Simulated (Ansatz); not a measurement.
# W(100) slab, 5 layers: following an unstable mode

Which phase does W(100) slab, 5 layers fall into along its unstable mode, and how much energy does it gain?

Method: DFT PBEsol, scalar-relativistic, plane waves, PAW; PAW set soft_1, in Ansatz 0.2.0.

## (1) The structure

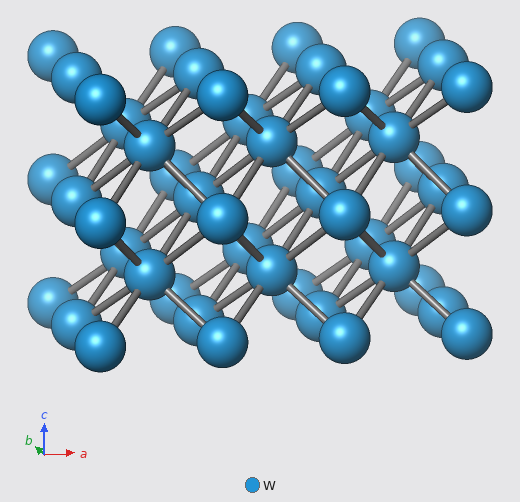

Start, viewed slightly off an axis; tungsten blue. 3×2×1 cells are drawn. Some periodic images of atoms are drawn too.

The cell holds 5 atoms: 5 W. Its edges and angles: a = 3.080 Å, b = 3.080 Å, c = 36.460 Å, α = 90.0°, β = 90.0°, γ = 90.0°. Vacuum lies along c.

## (2) The dispersion

The cell comes from relaxations at this level that are not shown. Stability and thermal properties need the whole zone. Linear response on a 2×2×1 q mesh gives force constants as far as a supercell of that size would.

input.yaml

```yaml
crystal:
  lattice:
    - [3.0799851754, 0.0, 0.0]
    - [0.0, 3.0799851754, 0.0]
    - [0.0, 0.0, 36.4599902]
  atoms:
    - { symbol: W, position: [0.0, 0.0, 0.1799194055] }
    - { symbol: W, position: [0.5, 0.5, 0.2206138429] }
    - { symbol: W, position: [0.0, 0.0, 0.2650850959] }
    - { symbol: W, position: [0.5, 0.5, 0.3095563489] }
    - { symbol: W, position: [0.0, 0.0, 0.3502507863] }
  periodic: [true, true, false]
kpoints:
  mp_grid: { grid: [12, 12, 1] }
hamiltonian:
  xc: pbesol
  pseudopotentials: { kind: paw, azcp: { folder: soft_1 }, xc_functional: pbe }
scf:
  occupations: { method: methfessel_paxton, width: 0.2 }
output:
  eigenvalues: true
phonons:
  method: dfpt
  qmesh: [2, 2, 1]
  temperatures: { t_max: 1000, t_step: 50 }
  qpath:
    path: [[0.0, 0.0, 0.0], [0.0, 0.5, 0.0], [0.5, 0.5, 0.0], [0.0, 0.0, 0.0]]
    npoints: 10
```

The run is started by

```bash
> ansatz run input.yaml --threads 8 --pin off --max-ram 16384MiB --backend cpu --events-out ev --progress --plain --runs-dir out
```

Numbers of over 12 decimals in the logs are rounded to 6 here.

The program printed:

```text
Warning: crystal.symmetry: narrowed to the stabiliser of the run's FFT grids — unitary ops 16 → 8. A phonons.method: dfpt run fills in the rows of the dynamical matrix that it does not solve by its symmetry operations, which is exact only for operations that map its FFT grids onto themselves: filled in by any other, the frequencies could depend on the order in which like atoms are typed, or, by more than the grids' own error, on where the crystal sits among the grids' points. Excluded: 8 operations. The run can therefore solve more perturbations, solve them on more k-points, or both, and cost more. [rest of the remark cut]
Engine: ansatz 0.2.0, aarch64-unknown-linux-gnu
Pseudopotentials: kind: paw
Pseudopotential: W, paw, valence charge 14, recommended cutoff 420 eV (normal), soft_1/W.paw.azcp
Functional definition: PBEsol
  exchange = pbesol_x
  correlation = pbesol_c
Crystal: 5 atoms, lattice volume = 345.871 Å³
Basis set: ecut = 420 eV, 6801 PW (Γ), exchange–correlation on 48×48×500 points (8 copies of the dense FFT grid, shifted against one another)
Bands: 42, of which v1, the nominal top of the filled ones, is band 35 counted from 1 (34 counted from 0)
Symmetry: 16 space group operations
k-points: 28 of 144 (irreducible under 8 space group operations)
Non-local potential: W, projectors of the file, l = 0: 3, l = 1: 2, l = 2: 2, l = 3: 1
PAW form: soft (Blöchl's): semilocal exchange-correlation on the pseudo side does not see the compensation charge
PAW frozen core: W, regenerated for the run's functional, and the local potential with it (the file was generated under x = pbe(κ = 0.804, μ = 0.219515), c = pbe(β = 0.066725))
PAW one-centre angular grid: W, 590 points (default); XC on 64 Gauss nodes
Initial density: superposition of atomic densities (neutral atoms: chi_scale 0, normalization atom)
Initial wavefunctions: pseudopotential atomic-orbital guess
Functional: x = pbesol(κ = 0.804, μ = 0.123457), c = pbesol(β = 0.046)
SCF iter   1: F=—  HF=-51286.480712 eV  |F-HF|=—  |Δ(HF+E_count)|=         —  Δρ=3.80e-2  dr2=3.50e1  ethr=3.10e-3  ⟨swp⟩=12.1  Hψ=7991  notcnv=0
preconditioner: auto → LDOS  [metal: Δε(μ)=0.022 eV  Ē_g=5.205 eV  σ=0.200 eV  W_gap=0.09  n_scr=44 (ndim 8)  ℏωp=10.9 eV  f_vac=0.709  D(μ)=6.72/eV (n_scr^D=20)  β→1.0]
SCF iter   2: F=—  HF=-51283.300208 eV  |F-HF|=—  |Δ(HF+E_count)|=    3.18e0  S|Δr|=    0.00e0  Δρ=2.24e-2  dr2=4.42e0  ethr=3.10e-3  ⟨swp⟩=5.6  Hψ=3735  notcnv=0  defer=22
SCF iter   3: F=—  HF=-51282.624287 eV  |F-HF|=—  |Δ(HF+E_count)|=   6.76e-1  S|Δr|=    0.00e0  Δρ=6.16e-3  dr2=5.10e-1  ethr=3.10e-3  ⟨swp⟩=4.2  Hψ=2994  notcnv=0  defer=25
SCF iter   4: F=—  HF=-51282.527854 eV  |F-HF|=—  |Δ(HF+E_count)|=   9.64e-2  S|Δr|=    0.00e0  Δρ=1.73e-3  dr2=2.41e-2  ethr=7.28e-4  ⟨swp⟩=3.2  Hψ=2294  notcnv=0  defer=24
SCF iter   5: F=—  HF=-51282.528813 eV  |F-HF|=—  |Δ(HF+E_count)|=   9.59e-4  S|Δr|=    0.00e0  Δρ=5.96e-4  dr2=3.24e-3  ethr=3.45e-5  ⟨swp⟩=3.7  Hψ=2616  notcnv=0  defer=24
SCF iter   6: F=—  HF=-51282.528974 eV  |F-HF|=—  |Δ(HF+E_count)|=   1.61e-4  S|Δr|=    0.00e0  Δρ=1.98e-4  dr2=4.17e-4  ethr=4.63e-6  ⟨swp⟩=3.6  Hψ=2356  notcnv=0  defer=24
SCF iter   7: F=—  HF=-51282.529006 eV  |F-HF|=—  |Δ(HF+E_count)|=   3.20e-5  S|Δr|=    0.00e0  Δρ=7.92e-5  dr2=3.94e-5  ethr=5.95e-7  ⟨swp⟩=3.5  Hψ=2204  notcnv=0  defer=24
SCF iter   8: F=—  HF=-51282.529027 eV  |F-HF|=—  |Δ(HF+E_count)|=   2.07e-5  S|Δr|=    0.00e0  Δρ=2.53e-5  dr2=3.61e-6  ethr=5.63e-8  ⟨swp⟩=4.0  Hψ=2585  notcnv=0  defer=24
SCF iter   9: F=—  HF=-51282.529342 eV  |F-HF|=—  |Δ(HF+E_count)|=   3.15e-4  S|Δr|=    0.00e0  Δρ=6.35e-6  dr2=2.84e-7  ethr=5.15e-9  ⟨swp⟩=3.7  Hψ=2341  notcnv=0  defer=24
SCF iter  10: F=—  HF=-51282.529342 eV  |F-HF|=—  |Δ(HF+E_count)|=   3.22e-7  S|Δr|=    0.00e0  Δρ=2.49e-6  dr2=2.59e-8  ethr=4.05e-10  ⟨swp⟩=4.1  Hψ=2709  notcnv=0  defer=24
SCF iter  11: F=—  HF=-51282.529342 eV  |F-HF|=—  |Δ(HF+E_count)|=   9.23e-8  S|Δr|=    0.00e0  Δρ=8.90e-7  dr2=3.58e-9  ethr=3.70e-11  ⟨swp⟩=3.8  Hψ=2794  notcnv=0  defer=24
SCF iter  12: F=—  HF=-51282.529342 eV  |F-HF|=—  |Δ(HF+E_count)|=   2.10e-8  S|Δr|=    0.00e0  Δρ=2.48e-7  dr2=2.29e-10  ethr=5.12e-12  ⟨swp⟩=3.9  Hψ=2851  notcnv=0  defer=24
SCF iter  13: F=—  HF=-51282.529342 eV  |F-HF|=—  |Δ(HF+E_count)|=   4.43e-9  S|Δr|=    0.00e0  Δρ=1.00e-7  dr2=7.30e-11  ethr=1.00e-12  ⟨swp⟩=3.8  Hψ=2495  notcnv=0  defer=24
SCF iter  14: F=-51282.529342 eV  HF=-51282.529342 eV  |F-HF|=1.75e-10  |Δ(HF+E_count)|=   1.86e-9  S|Δr|=    0.00e0  Δρ=2.78e-8  dr2=2.53e-12  ethr=1.00e-12  ⟨swp⟩=18.9  Hψ=10524  notcnv=0
SCF 1 converged in 14 iterations: F = -51282.529342 eV  dr2 = 2.53e-12
  greatest PAW one-centre occupation: 0.999 electrons in one spin orbital (limit 2), on the W atom at site 3 (counted from 0), in its partial waves of l = 0
phonons: the bands overlap, so this run is a metal and interpolates without the dipole-dipole term. If the crystal is really an insulator or semiconductor, its LO-TO splitting is missing
NSCF: frozen V_eff on 28 k-points
NSCF: frozen V_eff on 49 k-points
DFPT response loops at q = (0, 0, 0) (fractional): preconditioner auto → none (partly filled bands, converged f_vac=0.711); β = 0.50; Broyden in place of MSR1
NSCF: frozen V_eff on 98 k-points
DFPT response loops at q = (0, -0.5, 0) (fractional): mixed as the last ones told, above
NSCF: frozen V_eff on 98 k-points
DFPT response loops at q = (-0.5, -0.5, 0) (fractional): mixed as the last ones told, above
SCF converged after 14 iterations
Stability not checked: this state was not tested for a lower state beside it, because cold or Methfessel-Paxton smearing, or corrected tetrahedra, fill the levels in a way that the test cannot read (fill_not_monotonic; see scf.lower_state_search)
Free energy (F): -51282.529342 eV
Harris-Foulkes:  -51282.529342 eV  (|F-HF|=1.75e-10)
Internal energy: -51282.525237 eV  (E = F + TS)
E sigma→0 (E₀):  -51282.528316 eV
Entropy (-TS):   -0.004105 eV (-0.821 meV/atom)
Fermi energy:    -4.334572 eV
--- Per-component energies (eV) ---
  E_band       = -2274.911845
  E_kinetic    = 2113.324667
  E_local      = -307123.243726  (includes V_loc(G=0)·N_el)
  E_nonlocal   = -110.907610
  E_hartree    = 152411.342624
  E_xc         = -1327.128478
  E_vxc        = -1152.332081  (∫ρ·V_xc dr)
  E_paw        = -42257.539013  (= ΣΔE_a)
  E_vpaw       = -824.439341  (= ΣTr[D̂ρ^β])
  E_aug_tail   = 0.000753  (compensation charges beyond the density's cutoff)
  E_ewald      = 145010.516257
  E_core_change = 1.109289  (= ΣΔE_core)
  E_smearing   = -0.004105  (= −TS)
  E_closure    = -0.000000  (closes the sum)
  Σ components = -51282.529342   (vs F -51282.529342, Δ=0.00e0)
--- Band table (eV; the first three rows and the last of 28) ---
  k-point 0: bands = [... 31 lower, -5.0077, -4.9826, -4.7492, -4.6236, -4.5694, -4.1275, -4.1275, -4.1241, ... 3 higher]
  k-point 1: bands = [... 31 lower, -5.0121, -4.9475, -4.7605, -4.6742, -4.5333, -4.4049, -3.6531, -3.5258, ... 3 higher]
  k-point 2: bands = [... 31 lower, -5.2177, -5.1275, -5.0401, -4.9659, -4.1043, -3.9728, -3.3407, -3.2239, ... 3 higher]
  k-point 27: bands = [... 31 lower, -5.1457, -5.1457, -2.3202, -2.3202, -2.2351, -2.0882, -1.6445, -1.6445, ... 3 higher]
--- Phonons (Γ-DFPT): 10 representative perturbations + reference (Σ response iterations 51) ---
  ASR residual: 1.952e-4 → 0.000e0 eV/Å²; symmetrization residual: 6.433e-5 eV/Å²
  The last average, over the group as it would stand without the narrowing to the FFT grids, took up to 2.017e-5 eV/Å² of the zone centre's force constants
  ASR residual per site (eV/Å²): 1.24e-4 1.76e-4 1.95e-4 1.40e-4 1.58e-4
  Γ frequencies (cm⁻¹): 0.00 0.00 0.00 60.23 60.23 86.59 86.59 103.63 150.31 150.31 157.93 172.07 172.07 180.07 200.78
--- Phonons (arbitrary-q DFPT): 3 irreducible q on the 2×2×1 mesh ---
  q = [0.0000, 0.0000, 0.0000] (star 1, of the zone-centre solve; hermiticity 7.49e-6, symmetrization 6.01e-13, taken by the last average 1.17e-6): -0.00 0.00 0.00 60.23 60.23 86.59 86.59 103.63 150.31 150.31 157.93 172.07 172.07 180.07 200.78
  q = [0.0000, -0.5000, 0.0000] (star 2, 15 solved perturbations on 49 of 144 k-point pairs; hermiticity 2.71e-6, symmetrization 2.80e-9, taken by the last average 6.70e-7): -59.69 -33.00 -27.78 -18.24 102.97 110.69 137.30 138.60 144.08 145.13 145.26 151.29 207.65 221.15 233.40
  q = [-0.5000, -0.5000, 0.0000] (star 1, 10 solved perturbations in 385 linear systems a pass and spin channel, the states on 49 of 144 k-point pairs; hermiticity 3.68e-6, symmetrization 2.11e-9, taken by the last average 1.00e-6): -100.79 -100.79 -99.04 -99.04 134.96 134.98 151.23 157.96 157.96 160.63 172.56 200.69 200.69 217.70 217.70
  sum rule: each row above includes the acoustic sum rule's correction from the zone centre's row sums; it moved no ω² by more than (0.54 cm⁻¹)²
  mesh force constants: q→R imaginary residual 9.23e-18; ASR residual 1.952e-4 → 0.000e0 eV/Å²; symmetrization residual 5.329e-15 eV/Å²
  interpolated dispersion: 31 rows × 15 modes
  density of states and harmonic sums: on the 20×20×1 q-mesh, interpolated from the force constants of a 2×2×1 supercell (no non-analytic term)
  largest difference from the sums on the solved wave vectors: F 2.64e-1 eV, S 3.42e-4 and C_V 7.83e-5 eV/K
  zero-point energy: 0.109129 eV/cell   skipped modes (ω ≤ 0): 186, of them read as no rigid motion or as one in doubt: 183 (2.840e0 modes/cell left out, lowest -100.79 cm⁻¹)   left out of the sums: 1.90e-1 of the cell's modes: C_V's classical limit lies that fraction below 3 k_B per atom; for a crystal, a wire or a layer, F and S can be off by more, and a phonons.interpolated_qmesh denser along its periods is the remedy for the sampling
```

Wall time 8.6 min (8 threads of Arm Neoverse V1, shared host); peak memory 2.6 GiB.

Reading the cycles: dr2 is the Hartree energy of the density residual (eV), the measure of convergence; HF is the Harris–Foulkes estimate of the energy, which meets the free energy F at convergence.

Numbers from this step:

```yaml
gap_on_the_k_mesh: 0 eV
sum_rule_residual_before_enforcement: 1.95e-4 eV/Å²
lowest_frequency_on_the_path: -100.8 cm⁻¹
point_group: 4/mmm
highest_frequency_on_the_path_or_at_a_solved_wavevector: 233.4 cm⁻¹
area_per_atom: 1.897 Å²
highest_optical_mode_at_the_zone_centre_no_lo_to_term: 200.8 cm⁻¹
lowest_optical_zone_centre_mode: 60.23 cm⁻¹
lowest_mode_on_the_q_mesh_acoustic_modes_at_gamma_apart: -100.8 cm⁻¹
```

Frequencies (cm⁻¹) solved at each irreducible wavevector; negative means imaginary. Frequencies by wavevector, by row:

```csv
q in reciprocal lattice units,star,mode 1,mode 2,mode 3,mode 4,mode 13,mode 14,mode 15
0 0 0,1,0,0,0,60.2,172.1,180.1,200.8
0 -0.5 0,2,-59.7,-33,-27.8,-18.2,207.7,221.2,233.4
-0.5 -0.5 0,1,-100.8,-100.8,-99,-99,200.7,217.7,217.7
```

Interpolated from a 2×2×1 q mesh, rough between the solved points. The phonon branches at the labelled points (cm⁻¹):

```csv
point,branch 1,branch 2,branch 3,branch 4,branch 12,branch 13,branch 14,branch 15
Γ,0,0,0,60,172,172,180,201
X,-60,-33,-28,-18,151,208,221,233
M,-101,-101,-99,-99,201,201,218,218
Γ,0,0,0,60,172,172,180,201
```

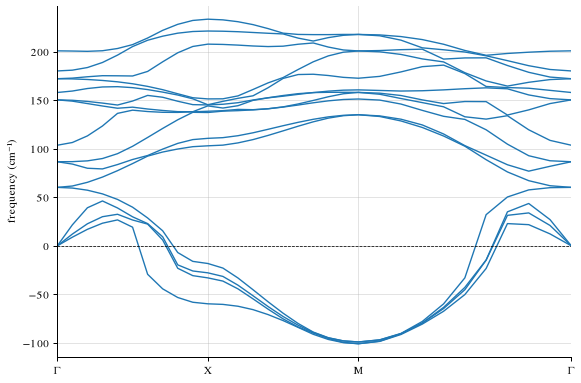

Phonon branches along the path.

Symmetry leaves 3 wavevectors to solve. The lowest mode among them, the acoustic zeros apart, lies at q = (-0.5, -0.5, 0) and is imaginary, 100.8i cm⁻¹, so the energy falls along it.

## (3) The mode frozen in, largest atomic shift 0 Å

The mode followed lies at q = (-0.5, -0.5, 0) with frequency 100.8i cm⁻¹ and is 2-fold degenerate, the softest among the wavevectors solved. At small amplitude the distorted cell has space group no. 13 by a symmetry search on the positions. The undistorted cell that holds it gives the zero of energy on the same k mesh.

System of this step: W(100) slab, 5 layers. The cell holds 10 atoms: 10 W. Its edges and angles: a = 4.356 Å, b = 4.356 Å, c = 36.460 Å, α = 90.0°, β = 90.0°, γ = 90.0°. It derives from W. Vacuum lies along c.

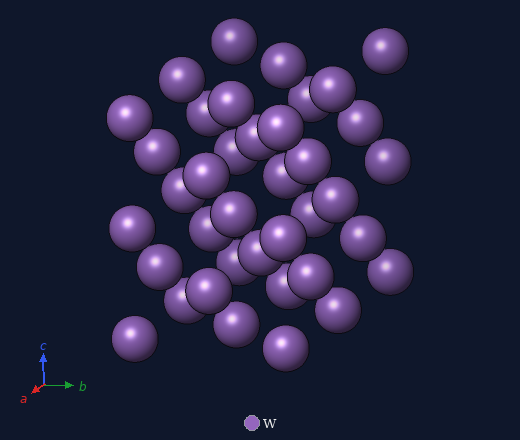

The cell of this step (tungsten purple). 2×1×1 cells are drawn. Some periodic images of atoms are drawn too.

input.yaml

```yaml
crystal:
  lattice:
    - [-3.0799851754, -3.0799851754, 0.0]
    - [-3.0799851754, 3.0799851754, 0.0]
    - [0.0, 0.0, -36.4599902]
  atoms:
    - { symbol: W, position: [1.0, 0.0, 0.8200805945] }
    - { symbol: W, position: [0.5, 0.5, 0.8200805945] }
    - { symbol: W, position: [0.0, 0.5, 0.7793861571] }
    - { symbol: W, position: [0.5, 0.0, 0.7793861571] }
    - { symbol: W, position: [0.5, 0.5, 0.7349149041] }
    - { symbol: W, position: [0.0, 0.0, 0.7349149041] }
    - { symbol: W, position: [0.0, 0.5, 0.6904436511] }
    - { symbol: W, position: [0.5, 0.0, 0.6904436511] }
    - { symbol: W, position: [1.0, 0.0, 0.6497492137] }
    - { symbol: W, position: [0.5, 0.5, 0.6497492137] }
  periodic: [true, true, false]
kpoints:
  mp_grid: { grid: [8, 8, 1] }
hamiltonian:
  xc: pbesol
  pseudopotentials: { kind: paw, azcp: { folder: soft_1 }, xc_functional: pbe }
scf:
  occupations: { method: methfessel_paxton, width: 0.2 }
output:
  forces: true
  stress: true
  eigenvalues: true
```

The program printed:

```text
[...]
Crystal: 10 atoms, lattice volume = 691.741 Å³
Basis set: ecut = 420 eV, 13513 PW (Γ), exchange–correlation on 60×60×500 points (8 copies of the dense FFT grid, shifted against one another)
Bands: 84, of which v1, the nominal top of the filled ones, is band 70 counted from 1 (69 counted from 0)
Symmetry: 32 space group operations
[...]
k-points: 15 of 64
[...]
k-point 1: bands = [... 66 lower, -4.7062, -4.6325, -4.5800, -4.3006, -3.7733, -3.4254, -3.1469, -2.9017, ... 10 higher]
  k-point 2: bands = [... 66 lower, -4.8352, -4.6562, -4.4710, -4.0002, -3.8789, -3.5921, -3.5841, -3.5610, ... 10 higher]
  k-point 14: bands = [... 66 lower, -4.3797, -4.3797, -4.3437, -4.3437, -4.2886, -4.2886, -3.4356, -3.4356, ... 10 higher]
  ° read free of the cell's end (the report's vacuum.weakly_bound_levels)
[key lines of the parts left out:]
SCF converged after 10 iterations
Free energy (F): -102565.063284 eV
Fermi energy:    -4.312503 eV
P = ½ c Tr σ = 0.1860 N/m
```

Run time: 9.5 s. Hardware: 8 threads; peak memory 2.6 GiB; 71 s of CPU time.

This step gave:

| Property | Result |
| --- | --- |
| energy from the undistorted cell | 0 meV/atom |

## (4) The mode frozen in, largest atomic shift 0.22 Å

The atoms are moved along the unstable eigenvector, the largest shift by 0.22 Å, with the cell fixed.

input.yaml, the sections that differ from step 3:

```yaml
crystal:
  lattice:
    - [-3.0799851754, -3.0799851754, 0.0]
    - [-3.0799851754, 3.0799851754, 0.0]
    - [0.0, 0.0, -36.4599902]
  atoms:
    - { symbol: W, position: [0.9971160244, -0.0504254663, 0.8200805945] }
    - { symbol: W, position: [0.5028839756, 0.5504254663, 0.8200805945] }
    - { symbol: W, position: [0.0002566829, 0.4955119753, 0.7793861571] }
    - { symbol: W, position: [0.4997433171, 0.0044880247, 0.7793861571] }
    - { symbol: W, position: [0.5, 0.5, 0.7349149041] }
    - { symbol: W, position: [0.0, 0.0, 0.7349149041] }
    - { symbol: W, position: [-0.0002566829, 0.5044880247, 0.6904436511] }
    - { symbol: W, position: [0.5002566829, -0.0044880247, 0.6904436511] }
    - { symbol: W, position: [1.0028839756, 0.0504254663, 0.6497492137] }
    - { symbol: W, position: [0.4971160244, 0.4495745337, 0.6497492137] }
  periodic: [true, true, false]
# kpoints, hamiltonian, scf, output: as in step 3
```

The program printed:

```text
[...]
Crystal: 10 atoms, lattice volume = 691.741 Å³
Basis set: ecut = 420 eV, 13513 PW (Γ), exchange–correlation on 60×60×500 points (8 copies of the dense FFT grid, shifted against one another)
Bands: 84, of which v1, the nominal top of the filled ones, is band 70 counted from 1 (69 counted from 0)
Symmetry: 4 space group operations
[...]
k-points: 34 of 64
[...]
k-point 1: bands = [... 66 lower, -5.0781, -4.8151, -4.6954, -4.5898, -3.9058, -3.8824, -3.4901, -3.3055, ... 10 higher]
  k-point 2: bands = [... 66 lower, -5.2167, -5.0230, -4.8344, -4.2947, -4.0615, -3.8557, -3.5611, -3.5076, ... 10 higher]
  k-point 33: bands = [... 66 lower, -4.8266, -4.7771, -4.4675, -4.4526, -4.4455, -4.4436, -3.7288, -3.6728, ... 10 higher]
  ° read free of the cell's end (the report's vacuum.weakly_bound_levels)
[key lines of the parts left out:]
SCF converged after 11 iterations
Free energy (F): -102565.353662 eV
Fermi energy:    -4.494000 eV
P = ½ c Tr σ = 3.3484 N/m
```

Elapsed: 21 s, on 8 threads; peak memory 3.2 GiB.

This step gave:

| Quantity | Value |
| --- | --- |
| energy from the undistorted cell | -29.67 meV/atom |

The energy, extrapolated to zero smearing, is -29.67 meV/atom against the undistorted cell.

## (5) Energy along the mode, all amplitudes (two of the runs are shown above)

An imaginary frequency means negative curvature, so the energy should fall and then rise again as anharmonic terms take over.

This step gave:

```yaml
depth_at_the_lowest_point_sampled: 29.67 meV/atom
largest_atomic_shift_at_that_point: 0.22 Å
```

Energy from the parent against largest atomic shift:

```csv
largest atomic shift (Å),energy from the parent (meV/atom)
0.000,0
0.040,-2.33
0.080,-8.47
0.140,-21.3
0.220,-29.7
0.320,7.36
```

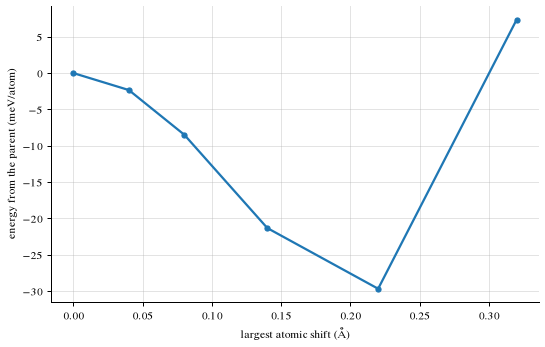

Energy from the parent, plotted against largest atomic shift.

Displacement at unit largest shift by atom:

```csv
atom,x (Å),y (Å),z (Å),size
W1,0.75,-0.67,0.00,1.00
W2,-0.75,0.67,0.00,1.00
W3,0.06,-0.07,0.00,0.09
W4,-0.06,0.07,0.00,0.09
W5,0.00,0.00,0.00,0.00
W6,0.00,0.00,0.00,0.00
W7,-0.06,0.07,0.00,0.09
W8,0.06,-0.07,0.00,0.09
W9,-0.75,0.67,0.00,1.00
W10,0.75,-0.67,0.00,1.00
```

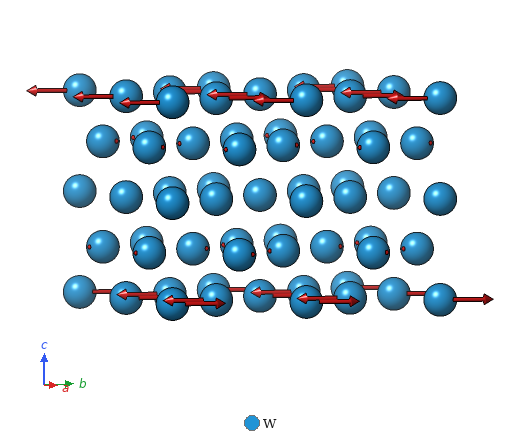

Displacement at unit largest shift as arrows, the longest 1.00 Å. 2×2×1 cells are drawn. Some periodic images of atoms are drawn too.

The lowest of the steps tried is at 0.22 Å, 29.7 meV/atom below the parent; the bottom of the well need not coincide with a step.

(Continued in part 2 of 2.)

[Logs are printed without paths, hosts, clocks, repeated set-up lines and the standing remarks that a program may print on its own settings, such as how far it seeks lower states.]

[Hosts, paths, dates, database ids (printed as entryN), source tags and the programs' standing remarks are cut or masked in the printed files.]
